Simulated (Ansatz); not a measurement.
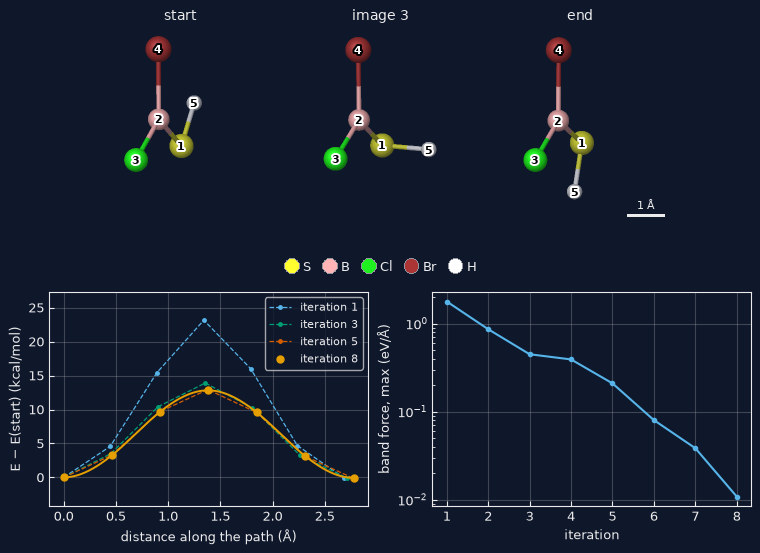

A nudged-elastic-band calculation for BHSBrCl. Images are numbered from 0 (start) to 6 (end). The plot follows the band through its iterations. The picture is a ball-and-stick view, seen from a free direction.

Level of theory: RKS B3LYP-D4/def2-SVP in Ansatz 0.2.0.

Input
```yaml
crystal:
  periodic: [false, false, false]
  atoms:
    - { symbol: S, position_ang: [0.341637, 1.348629, 0.328444] }
    - { symbol: B, position_ang: [0.141512, -0.42991, 0.177567] }
    - { symbol: Cl, position_ang: [1.013378, -1.447038, 1.315301] }
    - { symbol: Br, position_ang: [-0.976365, -1.239417, -1.166122] }
    - { symbol: H, position_ang: [-0.470361, 1.694037, -0.696691] }
basis:
  gaussian: { orbitals: def2-SVP }
hamiltonian:
  xc: b3lyp
  dispersion: d4
neb:
  order_check: false
  images: 5
  f_tol: 0.03
  max_iterations: 57
  initial_path: idpp
  final_atoms:
    - { symbol: S, position_ang: [-0.32309621, 1.28780105, -0.49275107] }
    - { symbol: B, position_ang: [-0.07246191, -0.44287354, -0.08735335] }
    - { symbol: Cl, position_ang: [0.96499343, -0.97451135, 1.22988364] }
    - { symbol: Br, position_ang: [-0.99716277, -1.73996692, -1.16522773] }
    - { symbol: H, position_ang: [0.47752845, 1.79585176, 0.4739475] }
```

Run as
```bash
ansatz run input.yaml --threads 1 --pin off --max-ram 2048MiB --backend cpu --events-out ev --progress --plain --runs-dir out
```

### Did the band converge, and can the barrier be trusted?

The result is final at these settings. The band converged in 8 iterations. The largest component of the band force went from 1.8 to 0.011 eV/Å. The climbing image converged on the top of the path. Its vibrational analysis gives one imaginary mode (437i cm⁻¹), as a transition state must have. The first iteration put the highest image at 23.2 kcal/mol. The two ends have nearly the same energy, and the highest point, image 3, lies 12.8 kcal/mol above the start.

The run took 2.5 min on 1 thread of Arm Neoverse V2 (shared host), peak memory 0.18 GiB.
